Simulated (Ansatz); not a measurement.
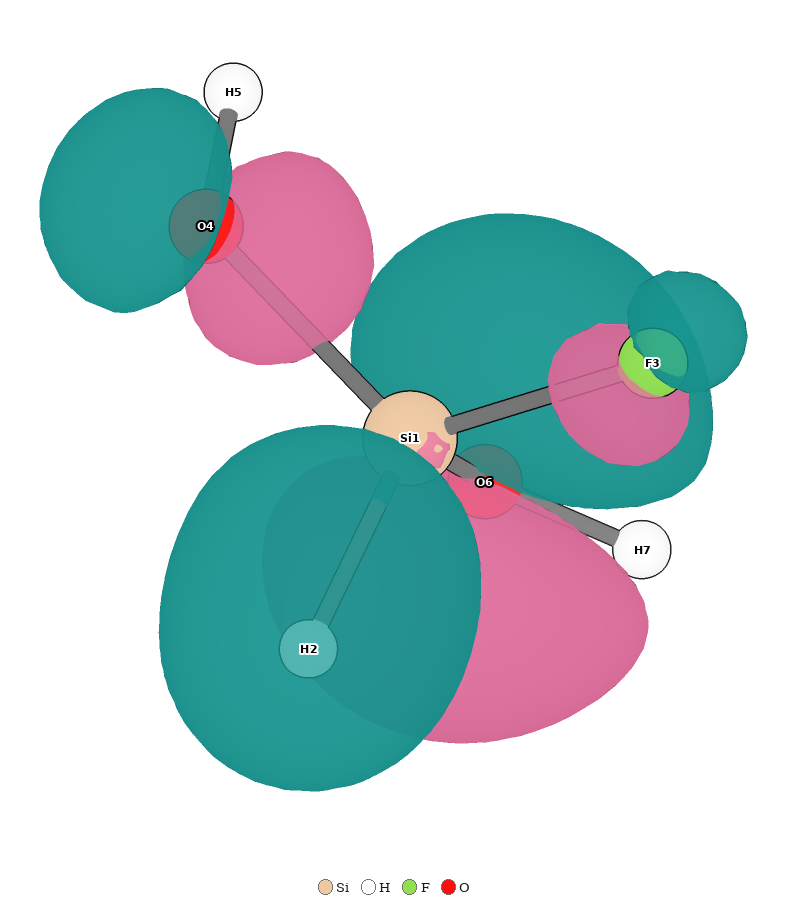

Figure. FH3O2Si. The HOMO at ±0.1 Å⁻³ᐟ² (teal and pink are the two phases), seen at an oblique angle.

The calculation used RKS PBE-D4/def2-SVP (Ansatz 0.2.0).

The calculation's input:

```
crystal:
  periodic: [false, false, false]
  atoms:
    - { symbol: Si, position_ang: [0.0, 0.0, 0.0] }
    - { symbol: H, position_ang: [0.0, 0.0, 1.46] }
    - { symbol: F, position_ang: [1.4994, 0.0, -0.5295] }
    - { symbol: O, position_ang: [-0.7913, 1.3709, -0.5594] }
    - { symbol: H, position_ang: [-1.7491, 1.1401, -0.7818] }
    - { symbol: O, position_ang: [-0.7913, -1.3709, -0.5594] }
    - { symbol: H, position_ang: [-1.2459, -1.8365, 0.2129] }
basis:
  gaussian: { orbitals: def2-SVP }
hamiltonian:
  xc: pbe
  dispersion: d4
relax:
  f_tol: 0.02
  max_steps: 40
output:
  orbitals: {}
```

Launched as:

```sh
ansatz run input.yaml --threads 1 --pin off --max-ram 2048MiB --backend cpu --events-out ev --progress --plain --runs-dir out
```

The fields are those of the run's last geometry, not of the input's.

Describe this orbital and give its energy.

Answer. It lies mainly on O6 (about 65 %), H2 (about 10 %) and O4 (about 5 %); largely a lone pair of O6. Its energy is −7.58 eV.
